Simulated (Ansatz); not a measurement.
## Electronic structure of CHAlO (SMILES O=[C][AlH+]) (charge +1, doublet) in real space

```yaml
atoms:
  - { symbol: C, position_ang: [-0.1207, 0.7028, 0.5718] }
  - { symbol: Al, position_ang: [1.5157, -0.4435, -0.4662] }
  - { symbol: O, position_ang: [-0.8030, 1.2902, 1.2279] }
  - { symbol: H, position_ang: [0.8403, -0.8523, -1.8323] }
```

Geometry: B3LYP-D4/def2-TZVP.

These are results of Ansatz, isolated molecule in a Gaussian basis; Kohn-Sham density functional theory, functional PBE0, not measurements.

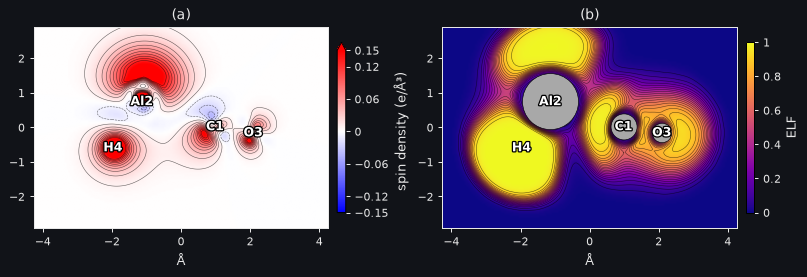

Figure 1. (a) spin density; (b) ELF on the molecular plane. Grey discs cover the atomic cores in the ELF map.

Question: Interpret the plot.

Answer: Atoms in the plane: C, Al, O and H. C–O (1.11 Å): the ELF peaks at about 0.85 between the atoms (a multiple bond). C–Al (2.25 Å): the ELF peaks at about 1 in the valence shell of C, 0.7 Å from its nucleus, and is about 0.80 at the midpoint. Al–H (1.58 Å): the ELF climbs to about 1 towards the hydrogen. The ELF also peaks beside O3, away from the bonds: non-bonding electrons, paired or unpaired. The unpaired spin (1 electron) lies mostly on Al2 (about 0.8), H4 (about 0.1) and C1 (about 0.1), in electrons by Hirshfeld's partition.

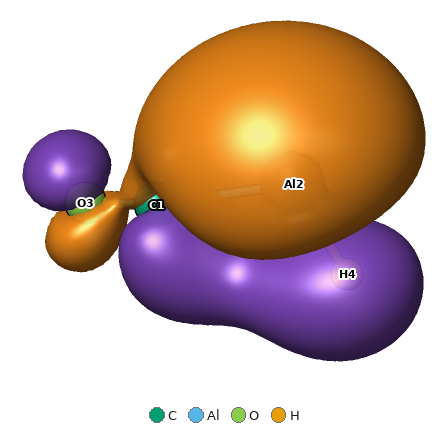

Figure 2. The LUMO (β) at ±0.06 Å⁻³ᐟ² (orange and purple are the two phases), seen at a tilt.

Question: Where does this orbital lie, and at what energy?

Answer: By Hirshfeld shares it lies mainly on Al2 (about 70 %), C1 (about 15 %) and H4 (about 10 %); it is symmetric in the molecular plane (an in-plane orbital: σ, lone-pair or in-plane π type). Its energy is −9.29 eV.

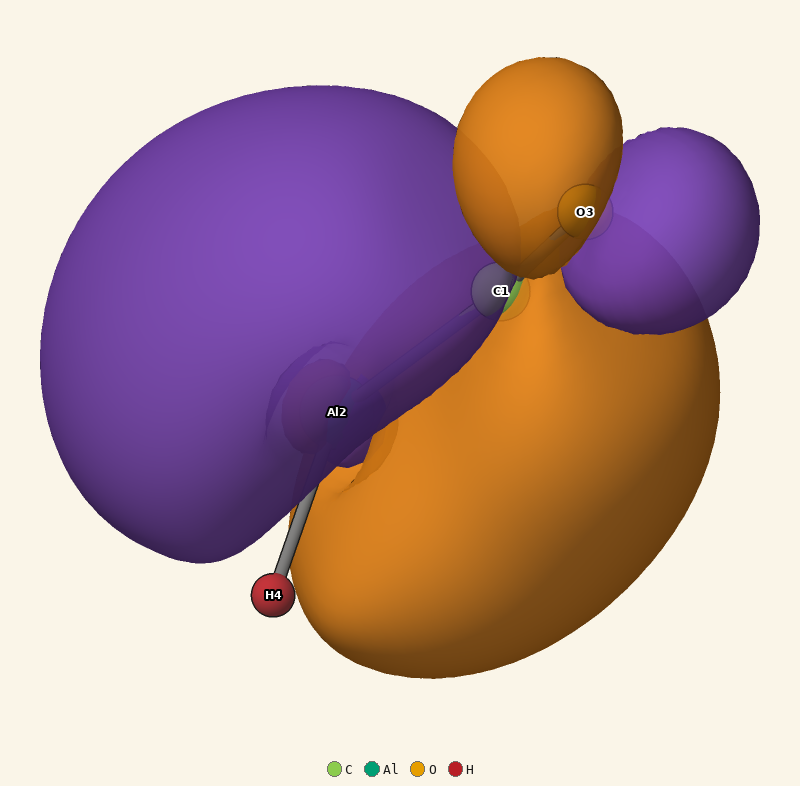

Figure 3. The LUMO (α) at ±0.06 Å⁻³ᐟ² (orange and purple are the two phases), seen at an oblique angle.

Question: What is the character of this orbital?

Answer: It lies mainly on Al2 (about 55 %), C1 (about 30 %) and O3 (about 15 %); it changes sign across the molecular plane (π type); π-bonding across C1–Al2; π-antibonding (a node) across C1–O3. Its energy is −8.75 eV.
